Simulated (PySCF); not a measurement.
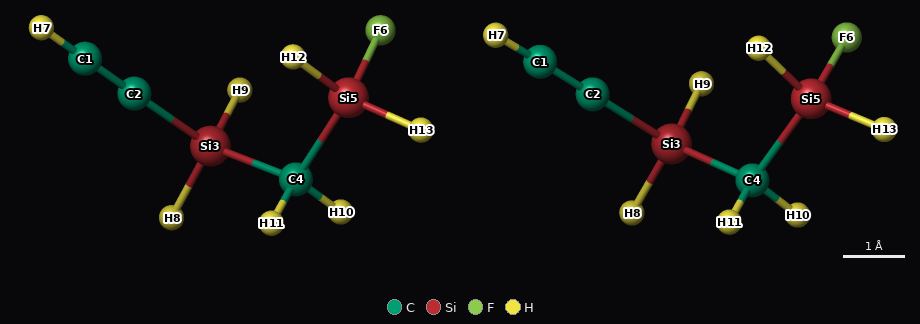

Two geometries of C3H7FSi2, drawn at one scale. One is the start of a relaxation, the other its converged end. The picture is a ball-and-stick view, seen from a free direction.

Method: PBE0-D3(BJ)/def2-SVP geometry optimisation, gas phase in PySCF. 

Which one is relaxed?

The left one is the relaxed one. The start comes from GFN2-xTB. Its atoms were then displaced at random by about 0.01 Å. After 6 geometry steps the energy has fallen by 2.78 kcal/mol. The largest move after the best rigid fit is that of H12, 0.20 Å. Largest moves by element: H 0.20 Å, F 0.16 Å, C 0.10 Å, Si 0.05 Å. Near-neighbour distances that change, for instance: C4–Si5 1.896 → 1.864 Å, C4–H11 1.074 → 1.105 Å, C2–Si3 1.865 → 1.837 Å, Si3–H9 1.465 → 1.491 Å. Among the angles between lasting bonds that change: Si3–C4–H11 111.9° → 108.0°, F6–Si5–H12 104.5° → 108.0°, F6–Si5–H13 103.9° → 107.3°. Cost: 55 s on 1 thread of Arm Neoverse V1 (shared host).
